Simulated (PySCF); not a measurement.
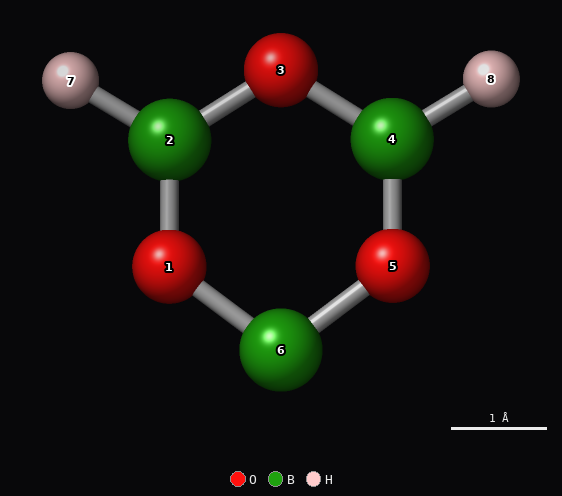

Fig. 1: The structure (ball-and-stick view, seen on its broad side; atoms are numbered from 1 in the order of the input). Bond lengths as drawn: B–H 1.22 Å and B–O 1.34 to 1.47 Å.

NMR shielding calculation of B3H2O3 (charge −1)

B3H2O3, charge −1, computed with GIAO PBE0/aug-pcSseg-2 NMR shielding, non-relativistic, gas phase (PySCF 2.14.0).

The geometry comes from this level: PBE0-D3(BJ)/def2-SVP. Figures and captions count atoms from 1; the log counts them from 0 in places.

**Log**
```
coarse grid: 7760 points
cycle   1  E = -301.2039277577  dE =  9.305e-01  |g| = 1.076e+00  |ddm| = 4.517e+00
cycle   2  E = -300.0589289174  dE =  1.145e+00  |g| = 2.086e+00  |ddm| = 1.337e+03
cycle   3  E = -301.3587400214  dE = -1.300e+00  |g| = 4.587e-01  |ddm| = 1.337e+03
cycle   4  E = -301.4247719269  dE = -6.603e-02  |g| = 1.085e-01  |ddm| = 2.286e+00
cycle   5  E = -301.4281779821  dE = -3.406e-03  |g| = 8.547e-02  |ddm| = 9.388e-01
cycle   6  E = -301.4294756628  dE = -1.298e-03  |g| = 1.374e-02  |ddm| = 6.860e-01
cycle   7  E = -301.4295151292  dE = -3.947e-05  |g| = 4.239e-03  |ddm| = 2.529e-01
cycle   8  E = -301.4295196953  dE = -4.566e-06  |g| = 1.014e-03  |ddm| = 6.497e-02
final grid: 77992 points
cycle   9  E = -301.4262974906  dE = -1.047e-04  |g| = 6.728e-03  |ddm| = 4.769e-01
cycle  10  E = -301.4262892713  dE =  8.219e-06  |g| = 9.664e-03  |ddm| = 4.721e-02
cycle  11  E = -301.4263047501  dE = -1.548e-05  |g| = 6.986e-04  |ddm| = 1.755e-02
cycle  12  E = -301.4263048074  dE = -5.727e-08  |g| = 4.766e-04  |ddm| = 4.737e-03
cycle  13  E = -301.4263048496  dE = -4.222e-08  |g| = 8.497e-05  |ddm| = 1.378e-03
cycle  14  E = -301.4263048511  dE = -1.545e-09  |g| = 1.897e-05  |ddm| = 7.319e-04
cycle  15  E = -301.4263048512  dE = -9.629e-11  |g| = 5.980e-06  |ddm| = 2.426e-04
```

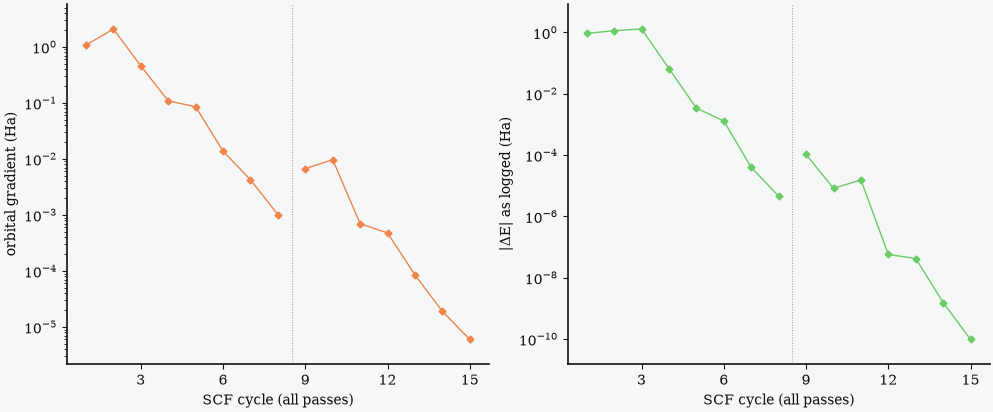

Fig. 2: Convergence of the self-consistent field: orbital gradient and size of the energy change against the SCF cycle. The dotted line marks the change from a coarse to the final integration grid. The first 8 cycles use a coarse grid, the final grid takes over at cycle 9, and the field converges after 15 cycles in all.

```
converged SCF energy = -301.4263048512

GIAO shielding tensors (ppm)
atom      isotropic    diamagn.    paramagn.     s11        s22        s33       span
  0 O       22.142     411.083    -388.941   -251.277     70.715    246.987    498.264
  1 B       77.586     190.098    -112.511     61.305     77.737     93.718     32.413
  2 O      109.932     382.118    -272.186    -86.915     98.330    318.382    405.298
  3 B       77.552     190.072    -112.520     61.221     77.743     93.693     32.472
  4 O       21.804     411.066    -389.262   -252.022     70.593    246.842    498.864
  5 B       33.745     207.921    -174.177    -76.603     77.641    100.196    176.799
  6 H       26.796      27.865      -1.069     23.419     26.973     29.996      6.577
  7 H       26.795      27.859      -1.065     23.417     26.974     29.993      6.577
```

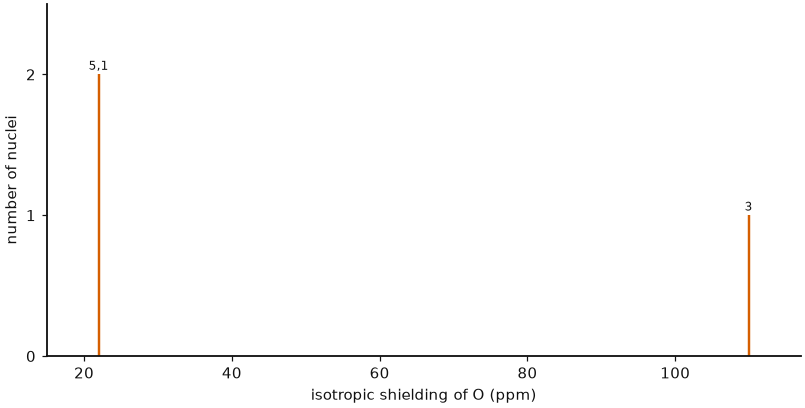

Fig. 3: Isotropic shieldings of the oxygen nuclei in this fixed geometry, labelled by atom number; shielding grows to the right, so chemical shift grows to the left. The least shielded is O5 (21.8 ppm), the most shielded O3 (109.9 ppm).

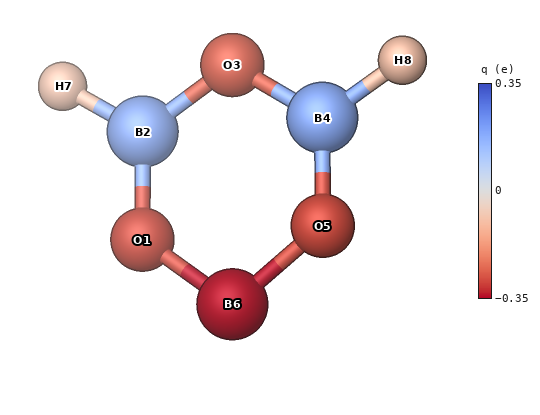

Fig. 4: Hirshfeld charges, as the colour of each atom (ball-and-stick view, seen at a tilt; atoms are numbered from 1 in the order of the input). By element: O −0.29 to −0.26, B −0.34 to +0.18 and H −0.09 e.

The run was set up as follows.

**Input file**
```
{"job": {"kind": "nmr", "xc": "PBE0", "basis": "aug-pcSseg-2"}, "charge": -1, "multiplicity": 1}
O      0.257175    -0.230148     1.486701
B      0.497474     0.846285     0.731091
O      0.205028     0.882213    -0.621446
B     -0.356921    -0.269609    -1.144062
O     -0.599797    -1.351011    -0.395986
B     -0.323813    -1.509306     1.043335
H      0.992776     1.856713     1.209147
H     -0.625656    -0.253662    -2.336649
```

The first line tells a small driver script what to run in PySCF; the rest is the geometry in Å.

Launch command:
```bash
OMP_NUM_THREADS=1 python <driver script> task.json out
```

**Summary**

- outcome: converged
- total energy: −301.426305 hartree
- HOMO: 0.29 eV
- LUMO: 2.44 eV
- isotropic shielding, O: 21.8 to 109.9 ppm
- isotropic shielding, B: 33.7 to 77.6 ppm
- isotropic shielding, H: 26.8 ppm
- hardware: 1 CPU thread, shared host
- wall time: 46 s
- peak memory: 1.3 GiB

**Remarks**

The highest filled orbital lies above zero: either the extra electron isn't bound at this level, or the self-interaction error of the functional lifts the level.
